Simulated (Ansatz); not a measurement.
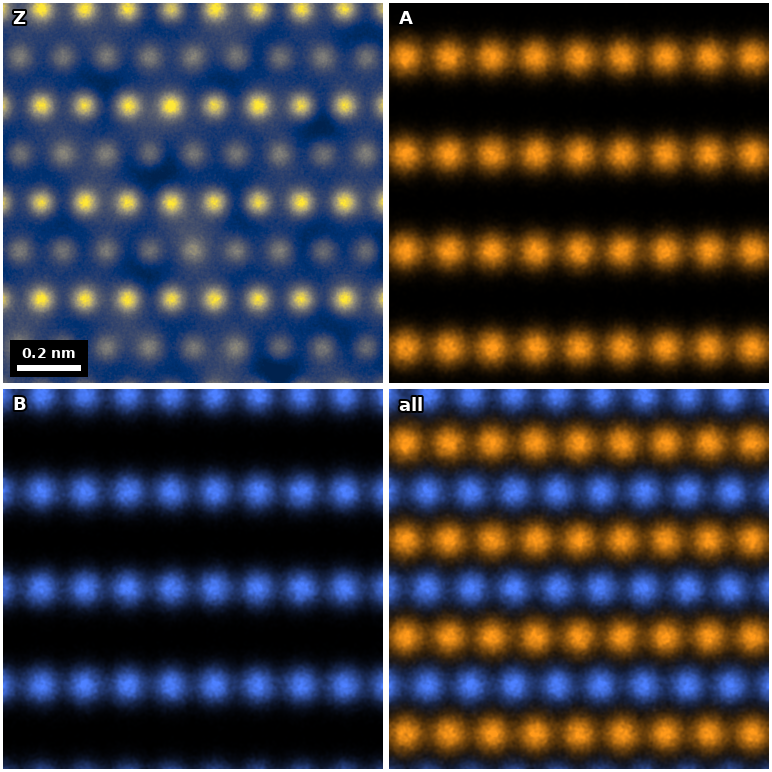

GaSb (F-43m, No. 216) along [210]. Panel Z: Simulated incoherent Z contrast: every atom adds Z^1.6 spread by a probe of 0.63 Å full width; channelling and multiple scattering are left out. The probe carries 25 % of its weight in a tail 2.5 times as wide. Shot noise and the speckle of an amorphous layer were added. The other panels are simulated element maps (the number of atoms of one element along the beam, blurred by 0.9 Å, with counting noise; each on its own scale, no channelling); the last overlays them. Atomic positions: a calculation's input that goes back to an entry of the Crystallography Open Database (an earlier step may have relaxed or displaced it).

Space group F-43m (No. 216). a = 6.118 Å, b = 6.118 Å, c = 6.118 Å, α = 90.00°, β = 90.00°, γ = 90.00°
```tsv
atom	site	symmetry	x	y	z
Ga	4a	-43m	0.0000	0.0000	0.0000
Sb	4d	-43m	0.2500	0.2500	0.7500
```

> Which element does each lettered map show?

A: Ga, B: Sb. The projected cell (1.37 × 3.06 Å, 90°) holds 2 columns: 1 of Ga and 1 of Sb. No column is shared by two of the mapped elements.
